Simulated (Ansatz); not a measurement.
**Run report: H₂, molecular dynamics (part 5 of 5)**

Continued. System: H₂. Method: UKS PBE0-D4/def2-SVP (Ansatz 0.2.0). It belongs to a series of runs on one base structure; here: dynamics from the start.

Geometry of the input (Å):
```
H  0.3256  -0.1011  0.1687
H  -0.3256  0.1011  -0.1687
```

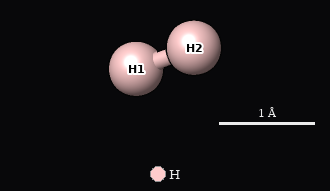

Figure 1. The geometry at step 218 of the log (ball-and-stick view, seen at a tilt; atoms are numbered from 1 in the order of the input).

### Trajectory as extended XYZ, continued
```
2
Properties=species:S:1:pos:R:3:forces:R:3 step=170 time_fs=42.5 energy=-31.66576 temperature=123.0
H     0.3315   -0.1030    0.1718   -0.4066   0.1263  -0.2107
H    -0.3315    0.1030   -0.1718    0.4066  -0.1263   0.2107
2
Properties=species:S:1:pos:R:3:forces:R:3 step=172 time_fs=43.0 energy=-31.66242 temperature=46.3
H     0.3340   -0.1037    0.1731   -0.5675   0.1763  -0.2941
H    -0.3340    0.1037   -0.1731    0.5675  -0.1763   0.2941
2
Properties=species:S:1:pos:R:3:forces:R:3 step=173 time_fs=43.2 energy=-31.66119 temperature=17.9
H     0.3348   -0.1040    0.1735   -0.6154   0.1911  -0.3189
H    -0.3348    0.1040   -0.1735    0.6154  -0.1911   0.3189
2
Properties=species:S:1:pos:R:3:forces:R:3 step=174 time_fs=43.5 energy=-31.66051 temperature=2.2
H     0.3352   -0.1041    0.1737   -0.6401   0.1988  -0.3317
H    -0.3352    0.1041   -0.1737    0.6401  -0.1988   0.3317
2
Properties=species:S:1:pos:R:3:forces:R:3 step=175 time_fs=43.8 energy=-31.66048 temperature=1.7
H     0.3352   -0.1041    0.1737   -0.6410   0.1991  -0.3322
H    -0.3352    0.1041   -0.1737    0.6410  -0.1991   0.3322
2
Properties=species:S:1:pos:R:3:forces:R:3 step=176 time_fs=44.0 energy=-31.66112 temperature=16.3
H     0.3348   -0.1040    0.1735   -0.6180   0.1920  -0.3203
H    -0.3348    0.1040   -0.1735    0.6180  -0.1920   0.3203
2
Properties=species:S:1:pos:R:3:forces:R:3 step=177 time_fs=44.2 energy=-31.66232 temperature=43.8
H     0.3341   -0.1038    0.1732   -0.5718   0.1776  -0.2964
H    -0.3341    0.1038   -0.1732    0.5718  -0.1776   0.2964
2
Properties=species:S:1:pos:R:3:forces:R:3 step=178 time_fs=44.5 energy=-31.66390 temperature=80.3
H     0.3330   -0.1034    0.1726   -0.5032   0.1563  -0.2608
H    -0.3330    0.1034   -0.1726    0.5032  -0.1563   0.2608
2
Properties=species:S:1:pos:R:3:forces:R:3 step=179 time_fs=44.8 energy=-31.66563 temperature=120.1
H     0.3316   -0.1030    0.1719   -0.4140   0.1286  -0.2146
H    -0.3316    0.1030   -0.1719    0.4140  -0.1286   0.2146
2
Properties=species:S:1:pos:R:3:forces:R:3 step=180 time_fs=45.0 energy=-31.66724 temperature=156.9
H     0.3300   -0.1025    0.1710   -0.3064   0.0952  -0.1588
H    -0.3300    0.1025   -0.1710    0.3064  -0.0952   0.1588
2
Properties=species:S:1:pos:R:3:forces:R:3 step=181 time_fs=45.2 energy=-31.66845 temperature=184.8
H     0.3282   -0.1019    0.1701   -0.1836   0.0570  -0.0951
H    -0.3282    0.1019   -0.1701    0.1836  -0.0570   0.0951
2
Properties=species:S:1:pos:R:3:forces:R:3 step=182 time_fs=45.5 energy=-31.66907 temperature=198.8
H     0.3263   -0.1013    0.1691   -0.0498   0.0155  -0.0258
H    -0.3263    0.1013   -0.1691    0.0498  -0.0155   0.0258
2
Properties=species:S:1:pos:R:3:forces:R:3 step=183 time_fs=45.8 energy=-31.66896 temperature=196.4
H     0.3243   -0.1007    0.1681    0.0900  -0.0280   0.0467
H    -0.3243    0.1007   -0.1681   -0.0900   0.0280  -0.0467
2
Properties=species:S:1:pos:R:3:forces:R:3 step=185 time_fs=46.2 energy=-31.66671 temperature=144.6
H     0.3207   -0.0996    0.1662    0.3630  -0.1128   0.1881
H    -0.3207    0.0996   -0.1662   -0.3630   0.1128  -0.1881
2
Properties=species:S:1:pos:R:3:forces:R:3 step=186 time_fs=46.5 energy=-31.66493 temperature=103.7
H     0.3191   -0.0991    0.1654    0.4826  -0.1499   0.2501
H    -0.3191    0.0991   -0.1654   -0.4826   0.1499  -0.2501
2
Properties=species:S:1:pos:R:3:forces:R:3 step=187 time_fs=46.8 energy=-31.66310 temperature=61.9
H     0.3179   -0.0987    0.1647    0.5818  -0.1807   0.3016
H    -0.3179    0.0987   -0.1647   -0.5818   0.1807  -0.3016
2
Properties=species:S:1:pos:R:3:forces:R:3 step=188 time_fs=47.0 energy=-31.66157 temperature=26.8
H     0.3169   -0.0984    0.1643    0.6547  -0.2033   0.3393
H    -0.3169    0.0984   -0.1643   -0.6547   0.2033  -0.3393
2
Properties=species:S:1:pos:R:3:forces:R:3 step=189 time_fs=47.2 energy=-31.66062 temperature=5.0
H     0.3164   -0.0983    0.1640    0.6965  -0.2163   0.3610
H    -0.3164    0.0983   -0.1640   -0.6965   0.2163  -0.3610
2
Properties=species:S:1:pos:R:3:forces:R:3 step=190 time_fs=47.5 energy=-31.66043 temperature=0.7
H     0.3163   -0.0983    0.1639    0.7046  -0.2188   0.3652
H    -0.3163    0.0983   -0.1639   -0.7046   0.2188  -0.3652
2
Properties=species:S:1:pos:R:3:forces:R:3 step=191 time_fs=47.8 energy=-31.66104 temperature=14.6
H     0.3167   -0.0984    0.1641    0.6783  -0.2107   0.3516
H    -0.3167    0.0984   -0.1641   -0.6783   0.2107  -0.3516
2
Properties=species:S:1:pos:R:3:forces:R:3 step=192 time_fs=48.0 energy=-31.66233 temperature=44.2
H     0.3174   -0.0986    0.1645    0.6195  -0.1924   0.3211
H    -0.3174    0.0986   -0.1645   -0.6195   0.1924  -0.3211
2
Properties=species:S:1:pos:R:3:forces:R:3 step=193 time_fs=48.2 energy=-31.66406 temperature=83.8
H     0.3185   -0.0989    0.1651    0.5319  -0.1652   0.2757
H    -0.3185    0.0989   -0.1651   -0.5319   0.1652  -0.2757
2
Properties=species:S:1:pos:R:3:forces:R:3 step=194 time_fs=48.5 energy=-31.66590 temperature=126.1
H     0.3199   -0.0994    0.1658    0.4210  -0.1308   0.2182
H    -0.3199    0.0994   -0.1658   -0.4210   0.1308  -0.2182
2
Properties=species:S:1:pos:R:3:forces:R:3 step=195 time_fs=48.8 energy=-31.66753 temperature=163.5
H     0.3216   -0.0999    0.1667    0.2933  -0.0911   0.1520
H    -0.3216    0.0999   -0.1667   -0.2933   0.0911  -0.1520
2
Properties=species:S:1:pos:R:3:forces:R:3 step=197 time_fs=49.2 energy=-31.66911 temperature=199.8
H     0.3253   -0.1011    0.1686    0.0152  -0.0047   0.0079
H    -0.3253    0.1011   -0.1686   -0.0152   0.0047  -0.0079
2
Properties=species:S:1:pos:R:3:forces:R:3 step=198 time_fs=49.5 energy=-31.66882 temperature=193.3
H     0.3273   -0.1017    0.1696   -0.1221   0.0379  -0.0633
H    -0.3273    0.1017   -0.1696    0.1221  -0.0379   0.0633
2
Properties=species:S:1:pos:R:3:forces:R:3 step=199 time_fs=49.8 energy=-31.66787 temperature=171.4
H     0.3292   -0.1022    0.1706   -0.2506   0.0778  -0.1299
H    -0.3292    0.1022   -0.1706    0.2506  -0.0778   0.1299
2
Properties=species:S:1:pos:R:3:forces:R:3 step=200 time_fs=50.0 energy=-31.66642 temperature=138.0
H     0.3309   -0.1028    0.1715   -0.3658   0.1136  -0.1896
H    -0.3309    0.1028   -0.1715    0.3658  -0.1136   0.1896
2
Properties=species:S:1:pos:R:3:forces:R:3 step=201 time_fs=50.2 energy=-31.66471 temperature=98.9
H     0.3324   -0.1032    0.1723   -0.4640   0.1441  -0.2405
H    -0.3324    0.1032   -0.1723    0.4640  -0.1441   0.2405
2
Properties=species:S:1:pos:R:3:forces:R:3 step=202 time_fs=50.5 energy=-31.66302 temperature=60.1
H     0.3336   -0.1036    0.1729   -0.5424   0.1685  -0.2811
H    -0.3336    0.1036   -0.1729    0.5424  -0.1685   0.2811
2
Properties=species:S:1:pos:R:3:forces:R:3 step=203 time_fs=50.8 energy=-31.66162 temperature=27.7
H     0.3345   -0.1039    0.1734   -0.5993   0.1861  -0.3106
H    -0.3345    0.1039   -0.1734    0.5993  -0.1861   0.3106
2
Properties=species:S:1:pos:R:3:forces:R:3 step=204 time_fs=51.0 energy=-31.66070 temperature=6.7
H     0.3351   -0.1041    0.1737   -0.6332   0.1967  -0.3282
H    -0.3351    0.1041   -0.1737    0.6332  -0.1967   0.3282
2
Properties=species:S:1:pos:R:3:forces:R:3 step=205 time_fs=51.2 energy=-31.66041 temperature=0.0
H     0.3352   -0.1041    0.1737   -0.6434   0.1999  -0.3335
H    -0.3352    0.1041   -0.1737    0.6434  -0.1999   0.3335
2
Properties=species:S:1:pos:R:3:forces:R:3 step=206 time_fs=51.5 energy=-31.66079 temperature=8.8
H     0.3350   -0.1041    0.1736   -0.6298   0.1956  -0.3264
H    -0.3350    0.1041   -0.1736    0.6298  -0.1956   0.3264
2
Properties=species:S:1:pos:R:3:forces:R:3 step=207 time_fs=51.8 energy=-31.66179 temperature=31.7
H     0.3344   -0.1039    0.1733   -0.5927   0.1841  -0.3072
H    -0.3344    0.1039   -0.1733    0.5927  -0.1841   0.3072
2
Properties=species:S:1:pos:R:3:forces:R:3 step=208 time_fs=52.0 energy=-31.66325 temperature=65.2
H     0.3335   -0.1036    0.1728   -0.5327   0.1655  -0.2761
H    -0.3335    0.1036   -0.1728    0.5327  -0.1655   0.2761
2
Properties=species:S:1:pos:R:3:forces:R:3 step=210 time_fs=52.5 energy=-31.66664 temperature=143.2
H     0.3307   -0.1027    0.1714   -0.3507   0.1089  -0.1817
H    -0.3307    0.1027   -0.1714    0.3507  -0.1089   0.1817
2
Properties=species:S:1:pos:R:3:forces:R:3 step=211 time_fs=52.8 energy=-31.66804 temperature=175.2
H     0.3289   -0.1022    0.1705   -0.2334   0.0725  -0.1210
H    -0.3289    0.1022   -0.1705    0.2334  -0.0725   0.1210
2
Properties=species:S:1:pos:R:3:forces:R:3 step=212 time_fs=53.0 energy=-31.66891 temperature=195.2
H     0.3270   -0.1016    0.1695   -0.1034   0.0321  -0.0536
H    -0.3270    0.1016   -0.1695    0.1034  -0.0321   0.0536
2
Properties=species:S:1:pos:R:3:forces:R:3 step=213 time_fs=53.2 energy=-31.66909 temperature=199.4
H     0.3251   -0.1010    0.1685    0.0347  -0.0108   0.0180
H    -0.3251    0.1010   -0.1685   -0.0347   0.0108  -0.0180
2
Properties=species:S:1:pos:R:3:forces:R:3 step=214 time_fs=53.5 energy=-31.66854 temperature=186.7
H     0.3231   -0.1004    0.1675    0.1753  -0.0544   0.0909
H    -0.3231    0.1004   -0.1675   -0.1753   0.0544  -0.0909
2
Properties=species:S:1:pos:R:3:forces:R:3 step=215 time_fs=53.8 energy=-31.66733 temperature=158.8
H     0.3213   -0.0998    0.1665    0.3119  -0.0969   0.1617
H    -0.3213    0.0998   -0.1665   -0.3119   0.0969  -0.1617
2
Properties=species:S:1:pos:R:3:forces:R:3 step=216 time_fs=54.0 energy=-31.66565 temperature=120.3
H     0.3197   -0.0993    0.1657    0.4377  -0.1359   0.2268
H    -0.3197    0.0993   -0.1657   -0.4377   0.1359  -0.2268
2
Properties=species:S:1:pos:R:3:forces:R:3 step=217 time_fs=54.2 energy=-31.66380 temperature=78.0
H     0.3183   -0.0989    0.1650    0.5457  -0.1695   0.2828
H    -0.3183    0.0989   -0.1650   -0.5457   0.1695  -0.2828
2
Properties=species:S:1:pos:R:3:forces:R:3 step=218 time_fs=54.5 energy=-31.66212 temperature=39.3
H     0.3173   -0.0985    0.1644    0.6295  -0.1955   0.3263
H    -0.3173    0.0985   -0.1644   -0.6295   0.1955  -0.3263
2
Properties=species:S:1:pos:R:3:forces:R:3 step=219 time_fs=54.8 energy=-31.66091 temperature=11.6
H     0.3166   -0.0983    0.1641    0.6840  -0.2124   0.3545
H    -0.3166    0.0983   -0.1641   -0.6840   0.2124  -0.3545
2
Properties=species:S:1:pos:R:3:forces:R:3 step=220 time_fs=55.0 energy=-31.66041 temperature=0.2
H     0.3163   -0.0983    0.1639    0.7055  -0.2191   0.3656
H    -0.3163    0.0983   -0.1639   -0.7055   0.2191  -0.3656
2
Properties=species:S:1:pos:R:3:forces:R:3 step=221 time_fs=55.2 energy=-31.66071 temperature=7.1
H     0.3165   -0.0983    0.1640    0.6926  -0.2151   0.3590
H    -0.3165    0.0983   -0.1640   -0.6926   0.2151  -0.3590
2
Properties=species:S:1:pos:R:3:forces:R:3 step=223 time_fs=55.8 energy=-31.66335 temperature=67.5
H     0.3180   -0.0988    0.1648    0.5694  -0.1769   0.2951
H    -0.3180    0.0988   -0.1648   -0.5694   0.1769  -0.2951
2
Properties=species:S:1:pos:R:3:forces:R:3 step=224 time_fs=56.0 energy=-31.66519 temperature=109.7
H     0.3193   -0.0992    0.1655    0.4670  -0.1450   0.2420
H    -0.3193    0.0992   -0.1655   -0.4670   0.1450  -0.2420
2
Properties=species:S:1:pos:R:3:forces:R:3 step=225 time_fs=56.2 energy=-31.66694 temperature=149.8
H     0.3209   -0.0997    0.1663    0.3451  -0.1072   0.1788
H    -0.3209    0.0997   -0.1663   -0.3451   0.1072  -0.1788
2
Properties=species:S:1:pos:R:3:forces:R:3 step=226 time_fs=56.5 energy=-31.66829 temperature=180.9
H     0.3227   -0.1002    0.1672    0.2106  -0.0654   0.1091
H    -0.3227    0.1002   -0.1672   -0.2106   0.0654  -0.1091
2
Properties=species:S:1:pos:R:3:forces:R:3 step=227 time_fs=56.8 energy=-31.66902 temperature=197.7
H     0.3246   -0.1008    0.1682    0.0704  -0.0219   0.0365
H    -0.3246    0.1008   -0.1682   -0.0704   0.0219  -0.0365
2
Properties=species:S:1:pos:R:3:forces:R:3 step=228 time_fs=57.0 energy=-31.66902 temperature=197.8
H     0.3265   -0.1014    0.1692   -0.0689   0.0214  -0.0357
H    -0.3265    0.1014   -0.1692    0.0689  -0.0214   0.0357
2
Properties=species:S:1:pos:R:3:forces:R:3 step=229 time_fs=57.2 energy=-31.66831 temperature=181.6
H     0.3284   -0.1020    0.1702   -0.2015   0.0626  -0.1044
H    -0.3284    0.1020   -0.1702    0.2015  -0.0626   0.1044
2
Properties=species:S:1:pos:R:3:forces:R:3 step=230 time_fs=57.5 energy=-31.66703 temperature=152.2
H     0.3302   -0.1026    0.1712   -0.3224   0.1001  -0.1671
H    -0.3302    0.1026   -0.1712    0.3224  -0.1001   0.1671
2
Properties=species:S:1:pos:R:3:forces:R:3 step=231 time_fs=57.8 energy=-31.66539 temperature=114.6
H     0.3318   -0.1031    0.1720   -0.4276   0.1328  -0.2216
H    -0.3318    0.1031   -0.1720    0.4276  -0.1328   0.2216
2
Properties=species:S:1:pos:R:3:forces:R:3 step=232 time_fs=58.0 energy=-31.66367 temperature=74.9
H     0.3332   -0.1035    0.1727   -0.5141   0.1597  -0.2664
H    -0.3332    0.1035   -0.1727    0.5141  -0.1597   0.2664
2
Properties=species:S:1:pos:R:3:forces:R:3 step=233 time_fs=58.2 energy=-31.66212 temperature=39.3
H     0.3342   -0.1038    0.1732   -0.5796   0.1800  -0.3004
H    -0.3342    0.1038   -0.1732    0.5796  -0.1800   0.3004
2
Properties=species:S:1:pos:R:3:forces:R:3 step=235 time_fs=58.8 energy=-31.66045 temperature=0.8
H     0.3352   -0.1041    0.1737   -0.6422   0.1995  -0.3328
H    -0.3352    0.1041   -0.1737    0.6422  -0.1995   0.3328
2
Properties=species:S:1:pos:R:3:forces:R:3 step=236 time_fs=59.0 energy=-31.66056 temperature=3.6
H     0.3352   -0.1041    0.1737   -0.6380   0.1982  -0.3307
H    -0.3352    0.1041   -0.1737    0.6380  -0.1982   0.3307
2
Properties=species:S:1:pos:R:3:forces:R:3 step=237 time_fs=59.2 energy=-31.66133 temperature=21.2
H     0.3347   -0.1040    0.1735   -0.6100   0.1895  -0.3162
H    -0.3347    0.1040   -0.1735    0.6100  -0.1895   0.3162
2
Properties=species:S:1:pos:R:3:forces:R:3 step=238 time_fs=59.5 energy=-31.66263 temperature=51.1
H     0.3339   -0.1037    0.1730   -0.5589   0.1736  -0.2897
H    -0.3339    0.1037   -0.1730    0.5589  -0.1736   0.2897
2
Properties=species:S:1:pos:R:3:forces:R:3 step=239 time_fs=59.8 energy=-31.66427 temperature=88.7
H     0.3327   -0.1034    0.1725   -0.4858   0.1509  -0.2518
H    -0.3327    0.1034   -0.1725    0.4858  -0.1509   0.2518
2
Properties=species:S:1:pos:R:3:forces:R:3 step=240 time_fs=60.0 energy=-31.66600 temperature=128.4
H     0.3313   -0.1029    0.1717   -0.3924   0.1219  -0.2034
H    -0.3313    0.1029   -0.1717    0.3924  -0.1219   0.2034
2
Properties=species:S:1:pos:R:3:forces:R:3 step=241 time_fs=60.2 energy=-31.66754 temperature=163.8
H     0.3296   -0.1024    0.1708   -0.2812   0.0873  -0.1458
H    -0.3296    0.1024   -0.1708    0.2812  -0.0873   0.1458
2
Properties=species:S:1:pos:R:3:forces:R:3 step=242 time_fs=60.5 energy=-31.66864 temperature=189.0
H     0.3278   -0.1018    0.1699   -0.1557   0.0484  -0.0807
H    -0.3278    0.1018   -0.1699    0.1557  -0.0484   0.0807
2
Properties=species:S:1:pos:R:3:forces:R:3 step=243 time_fs=60.8 energy=-31.66911 temperature=199.7
H     0.3258   -0.1012    0.1689   -0.0202   0.0063  -0.0104
H    -0.3258    0.1012   -0.1689    0.0202  -0.0063   0.0104
2
Properties=species:S:1:pos:R:3:forces:R:3 step=244 time_fs=61.0 energy=-31.66884 temperature=193.6
H     0.3239   -0.1006    0.1679    0.1202  -0.0373   0.0623
H    -0.3239    0.1006   -0.1679   -0.1202   0.0373  -0.0623
2
Properties=species:S:1:pos:R:3:forces:R:3 step=245 time_fs=61.2 energy=-31.66787 temperature=171.3
H     0.3220   -0.1000    0.1669    0.2591  -0.0805   0.1343
H    -0.3220    0.1000   -0.1669   -0.2591   0.0805  -0.1343
2
Properties=species:S:1:pos:R:3:forces:R:3 step=246 time_fs=61.5 energy=-31.66635 temperature=136.3
H     0.3203   -0.0995    0.1660    0.3900  -0.1211   0.2021
H    -0.3203    0.0995   -0.1660   -0.3900   0.1211  -0.2021
2
Properties=species:S:1:pos:R:3:forces:R:3 step=248 time_fs=62.0 energy=-31.66274 temperature=53.6
H     0.3176   -0.0987    0.1646    0.5998  -0.1863   0.3109
H    -0.3176    0.0987   -0.1646   -0.5998   0.1863  -0.3109
2
Properties=species:S:1:pos:R:3:forces:R:3 step=249 time_fs=62.2 energy=-31.66131 temperature=20.8
H     0.3168   -0.0984    0.1642    0.6663  -0.2070   0.3453
H    -0.3168    0.0984   -0.1642   -0.6663   0.2070  -0.3453
2
Properties=species:S:1:pos:R:3:forces:R:3 step=250 time_fs=62.5 energy=-31.66052 temperature=2.5
H     0.3164   -0.0983    0.1640    0.7011  -0.2178   0.3634
H    -0.3164    0.0983   -0.1640   -0.7011   0.2178  -0.3634
2
Properties=species:S:1:pos:R:3:forces:R:3 step=251 time_fs=62.8 energy=-31.66050 temperature=2.2
H     0.3164   -0.0983    0.1640    0.7018  -0.2180   0.3637
H    -0.3164    0.0983   -0.1640   -0.7018   0.2180  -0.3637
2
Properties=species:S:1:pos:R:3:forces:R:3 step=252 time_fs=63.0 energy=-31.66127 temperature=19.8
H     0.3168   -0.0984    0.1642    0.6683  -0.2076   0.3464
H    -0.3168    0.0984   -0.1642   -0.6683   0.2076  -0.3464
2
Properties=species:S:1:pos:R:3:forces:R:3 step=253 time_fs=63.2 energy=-31.66268 temperature=52.1
H     0.3176   -0.0986    0.1646    0.6030  -0.1873   0.3125
H    -0.3176    0.0986   -0.1646   -0.6030   0.1873  -0.3125
2
Properties=species:S:1:pos:R:3:forces:R:3 step=254 time_fs=63.5 energy=-31.66446 temperature=92.9
H     0.3188   -0.0990    0.1652    0.5099  -0.1584   0.2643
H    -0.3188    0.0990   -0.1652   -0.5099   0.1584  -0.2643
2
Properties=species:S:1:pos:R:3:forces:R:3 step=255 time_fs=63.8 energy=-31.66628 temperature=134.8
H     0.3202   -0.0995    0.1660    0.3948  -0.1226   0.2046
H    -0.3202    0.0995   -0.1660   -0.3948   0.1226  -0.2046
2
Properties=species:S:1:pos:R:3:forces:R:3 step=256 time_fs=64.0 energy=-31.66782 temperature=170.1
H     0.3220   -0.1000    0.1669    0.2645  -0.0821   0.1371
H    -0.3220    0.1000   -0.1669   -0.2645   0.0821  -0.1371
2
Properties=species:S:1:pos:R:3:forces:R:3 step=257 time_fs=64.2 energy=-31.66882 temperature=193.0
H     0.3238   -0.1006    0.1678    0.1257  -0.0390   0.0651
H    -0.3238    0.1006   -0.1678   -0.1257   0.0390  -0.0651
2
Properties=species:S:1:pos:R:3:forces:R:3 step=258 time_fs=64.5 energy=-31.66911 temperature=199.8
H     0.3258   -0.1012    0.1688   -0.0147   0.0046  -0.0076
H    -0.3258    0.1012   -0.1688    0.0147  -0.0046   0.0076
2
Properties=species:S:1:pos:R:3:forces:R:3 step=259 time_fs=64.8 energy=-31.66867 temperature=189.7
H     0.3277   -0.1018    0.1698   -0.1505   0.0468  -0.0780
H    -0.3277    0.1018   -0.1698    0.1505  -0.0468   0.0780
2
Properties=species:S:1:pos:R:3:forces:R:3 step=261 time_fs=65.2 energy=-31.66606 temperature=129.9
H     0.3312   -0.1029    0.1717   -0.3883   0.1206  -0.2012
H    -0.3312    0.1029   -0.1717    0.3883  -0.1206   0.2012
2
Properties=species:S:1:pos:R:3:forces:R:3 step=262 time_fs=65.5 energy=-31.66434 temperature=90.3
H     0.3327   -0.1033    0.1724   -0.4825   0.1499  -0.2500
H    -0.3327    0.1033   -0.1724    0.4825  -0.1499   0.2500
2
Properties=species:S:1:pos:R:3:forces:R:3 step=263 time_fs=65.8 energy=-31.66269 temperature=52.4
H     0.3338   -0.1037    0.1730   -0.5564   0.1728  -0.2884
H    -0.3338    0.1037   -0.1730    0.5564  -0.1728   0.2884
2
Properties=species:S:1:pos:R:3:forces:R:3 step=264 time_fs=66.0 energy=-31.66137 temperature=22.1
H     0.3347   -0.1040    0.1735   -0.6084   0.1890  -0.3153
H    -0.3347    0.1040   -0.1735    0.6084  -0.1890   0.3153
2
Properties=species:S:1:pos:R:3:forces:R:3 step=265 time_fs=66.2 energy=-31.66058 temperature=4.0
H     0.3351   -0.1041    0.1737   -0.6373   0.1980  -0.3303
H    -0.3351    0.1041   -0.1737    0.6373  -0.1980   0.3303
2
Properties=species:S:1:pos:R:3:forces:R:3 step=266 time_fs=66.5 energy=-31.66044 temperature=0.6
H     0.3352   -0.1041    0.1737   -0.6425   0.1996  -0.3330
H    -0.3352    0.1041   -0.1737    0.6425  -0.1996   0.3330
```
